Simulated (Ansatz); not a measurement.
SnH₄O and related structures: several calculations on one system

### Relaxation

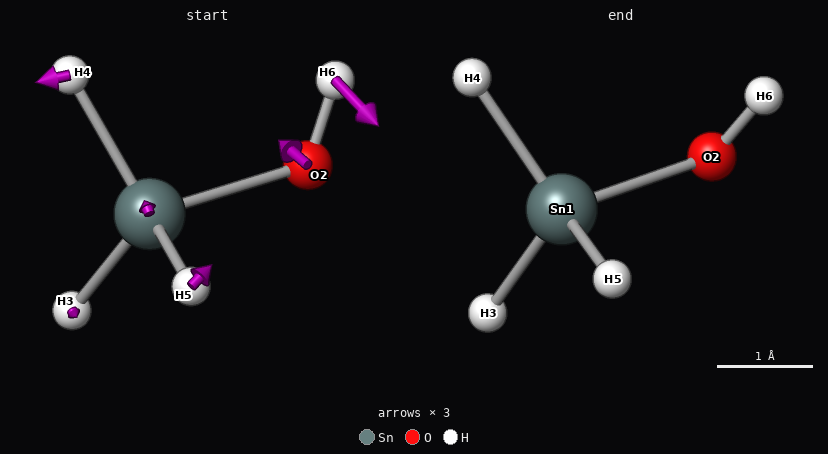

The structure of SnH4O before (left) and after (right) a relaxation, at one scale. The purple arrows give the displacements, 3 times their true length.

A ball-and-stick model, seen from a free direction.

It is one of the separated reactants of a reaction.

Computed with RKS PBE0-D4/def2-TZVP in Ansatz. Settings: force threshold 0.005 eV/Å; at most 200 steps.

> Describe what moved and what it gained.

The energy falls by 0.011 eV in 9 geometry steps. The largest force component goes from 0.28 to 0.00052 eV/Å. The forces were under the threshold at step 5, but the run went on from there. The atom that moves furthest after the best rigid fit is H6 (0.27 Å). By element the largest moves are H 0.27 Å, O 0.18 Å, Sn 0.06 Å. Some distances before and after: Sn1–O2 1.984 → 1.970 Å, Sn1–H5 1.703 → 1.709 Å. Among the angles between lasting bonds that change: O2–Sn1–H4 105.7° → 108.5°. Groups turn about Sn1–O2 by about 35°.

### Relaxation

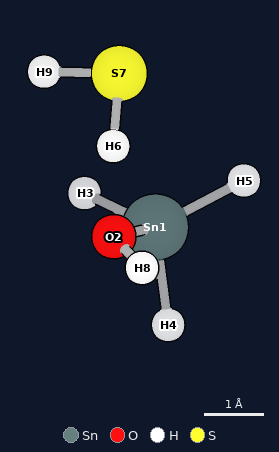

Starting structure of SnH6SO (started from a transition state, displaced along its imaginary mode). A ball-and-stick model, seen from a free direction.

The calculation used RKS PBE0-D4/def2-TZVP in Ansatz 0.2.0.

The input:
```yaml
crystal:
  periodic: [false, false, false]
  atoms:
    - {symbol: Sn, position_ang: [-0.421613, 0.445308, -0.935023]}
    - {symbol: O, position_ang: [0.642216, 0.914318, 0.668940]}
    - {symbol: H, position_ang: [0.419062, -0.689811, -1.904979]}
    - {symbol: H, position_ang: [-0.325751, 1.996347, -1.623915]}
    - {symbol: H, position_ang: [-2.061753, 0.058018, -0.618376]}
    - {symbol: H, position_ang: [0.362209, -0.481207, 1.305117]}
    - {symbol: S, position_ang: [-0.090642, -1.745434, 1.219955]}
    - {symbol: H, position_ang: [0.412154, 1.706286, 1.172008]}
    - {symbol: H, position_ang: [1.064118, -2.203725, 0.716172]}
basis:
  gaussian: {orbitals: def2-TZVP}
hamiltonian: {xc: pbe0, dispersion: d4}
relax: {f_tol: 0.005, max_steps: 200}
```

Command:
```bash
ansatz run in.yaml --threads 4 --pin off --events-out ev --progress --plain --max-ram 9574MiB
```

> Where does the relaxation end?

After 11 accepted moves (13 points after the start) the energy has fallen by 0.359 eV. The largest force component goes from 1.7 to 0.0049 eV/Å. The line search rejected the trial steps at points 4, 12 of the run. The forces were under the threshold at step 9, but the run went on from there. The atom that moves furthest after the best rigid fit is S7 (0.47 Å). Largest moves by element: S 0.47 Å, H 0.44 Å, Sn 0.29 Å, O 0.14 Å. Near-neighbour distances that change, for instance: Sn1–S7 3.091 → 3.824 Å, Sn1–H6 2.548 → 3.148 Å, Sn1–H3 1.713 → 1.697 Å, Sn1–H4 1.700 → 1.711 Å. Among the angles between lasting bonds that change: O2–Sn1–H4 94.7° → 105.7°, O2–Sn1–H5 114.7° → 108.0°, Sn1–O2–H8 119.2° → 113.3°. Groups turn about Sn1–O2 by about 25°. The run took 28 s on 4 threads of Arm Neoverse V1, on a shared host.

Final geometry:

```xyz
9

Sn   -0.4671    0.7017   -1.0673
O     0.5293    0.9928    0.6235
H     0.4320   -0.4704   -1.9022
H    -0.4747    2.2146   -1.8666
H    -2.0450    0.2016   -0.6689
H     0.3650   -0.8587    1.5372
S    -0.0139   -2.1516    1.4381
H     0.4892    1.8989    0.9362
H     1.1851   -2.5287    0.9699
```

After the run, drawn alike:

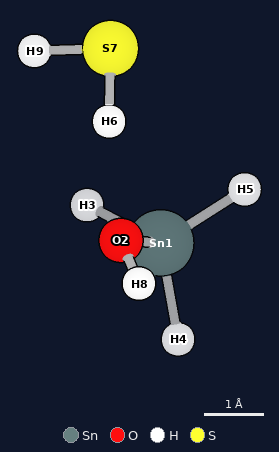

### Reaction

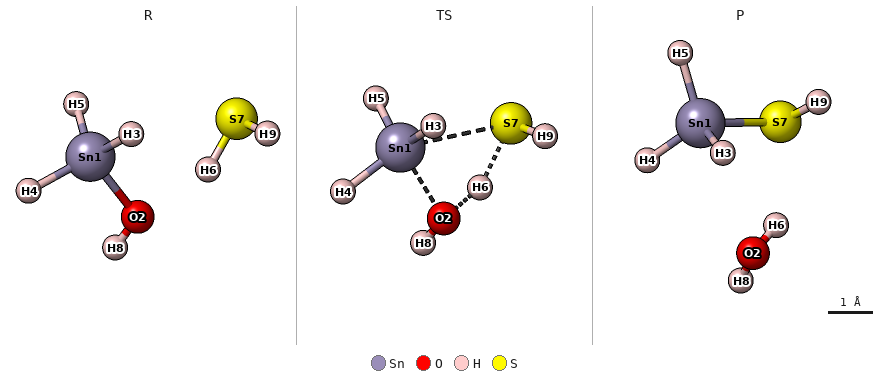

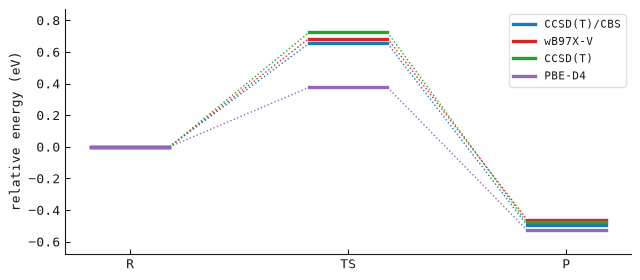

A reaction step of SnH$_{6}$SO, with its energy diagram. Style: ball-and-stick. Shown at a tilt. Dashed sticks mark bonds that form or break.

Stationary points at PBE0-D4/def2-TZVP, single-point energies with CCSD(T)/CBS, wB97X-V, CCSD(T), PBE-D4 (def2-TZVPP where no basis is named; Ansatz 0.2.0). The energies are electronic, without zero-point or thermal terms, and both ends are the minima reached downhill from the saddle, with any fragments still in contact. CCSD(T)/CBS stands for a frozen-core estimate: MP2 correlation extrapolated from def2-TZVPP and def2-QZVPP, CCSD(T) minus MP2 from the smaller set. Elements past krypton carry the basis set's effective core potentials.

**What happens, and what does it cost?**

Counted by bonded pieces, R holds H₂S + SnH₄O and P holds H₂O + SnH₄S. From R over the saddle to P, bonds form: Sn1–S7 (3.82 → 2.95 → 2.43 Å), O2–H6 (2.07 → 1.19 → 0.97 Å). Bonds break: Sn1–O2 (1.98 → 2.11 → 3.28 Å), H6–S7 (1.35 → 1.65 → 2.48 Å). The saddle has one imaginary mode, 756i cm⁻¹. With CCSD(T)/CBS the barrier is 0.65 eV from R and 1.15 eV from P, and P lies 0.49 eV below R.

```
      level  barrier from R (eV)  barrier from P (eV)  P less R (eV)
CCSD(T)/CBS                 0.65                 1.15          −0.49
    wB97X-V                 0.69                 1.15          −0.46
    CCSD(T)                 0.72                 1.20          −0.48
     PBE-D4                 0.38                 0.90          −0.53
```

Against CCSD(T)/CBS, wB97X-V comes closest on the barrier from R (+0.03 eV) and PBE-D4 misses most (−0.28 eV).

### Reaction

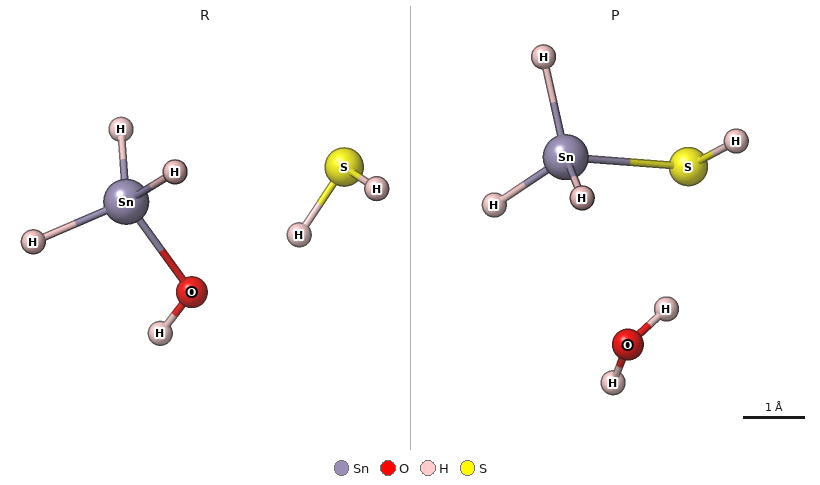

Reactant (R) and product (P) of one elementary step of SnH6SO. Style: ball-and-stick. Shown at a tilt.

Stationary points at PBE0-D4/def2-TZVP, single-point energies with PBE-QIDH (def2-TZVPP where no basis is named; Ansatz 0.2.0). The energies are electronic, without zero-point or thermal terms, and both ends are the minima reached downhill from the saddle, with any fragments still in contact. Elements past krypton carry the basis set's effective core potentials.

### What is the transition state like, and how high is the barrier?

Counted by bonded pieces, R holds H₂S + SnH₄O and P holds H₂O + SnH₄S. From R over the saddle to P, bonds form: S–Sn (3.82 → 2.95 → 2.43 Å), H–O (2.07 → 1.19 → 0.97 Å). Bonds break: O–Sn (1.98 → 2.11 → 3.28 Å), H–S (1.35 → 1.65 → 2.48 Å). The saddle has one imaginary mode, 756i cm⁻¹. With PBE-QIDH the barrier is 0.60 eV from R and 1.15 eV from P, and P lies 0.55 eV below R.

The saddle point in the same view, with dashed sticks for the bonds that form or break:

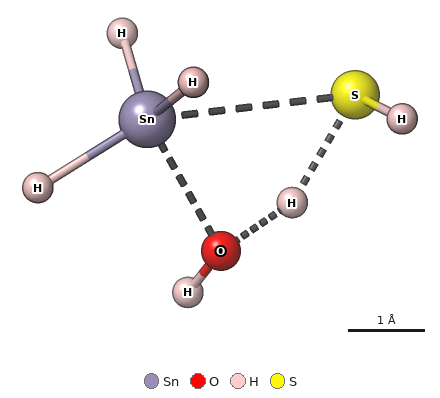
